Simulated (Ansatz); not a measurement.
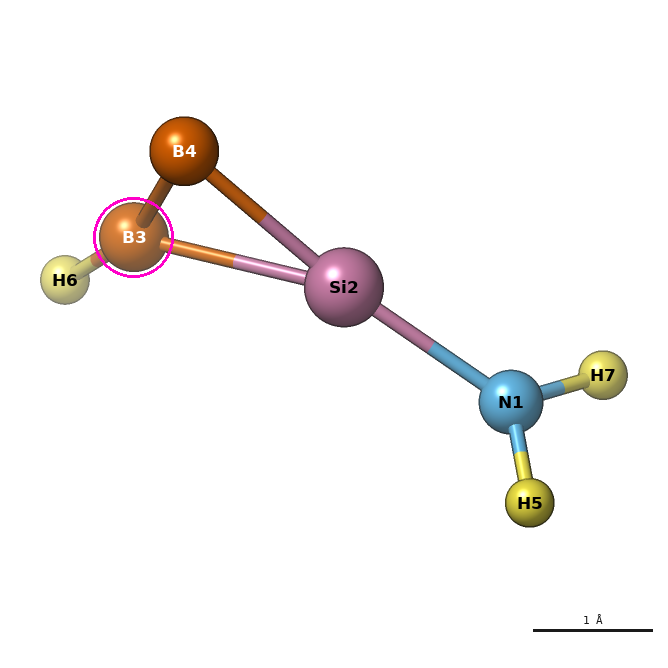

Orthographic view. Distant atoms are faded towards the background colour. The geometry was computed by an optimisation with PBE-D4/def2-SVP. No frequency run is at hand to confirm it as a minimum.

Q: Which atoms are bonded to the circled atom?

A: The circled atom is B3; it is bonded to Si2, B4, H6.

Q: Of N1 and H7, which is nearer the viewer?

A: N1; the bond to H7 points away from the viewer, so it looks shorter than its 1.02 Å.

Q: What is the shortest path along bonds from the circled atom to H7?

A: B3–Si2–N1–H7, 3 bonds; through space the two are 4.12 Å apart.

Q: Which atom is farthest from the viewer?

A: H6, 1.5 Å behind the mean position.
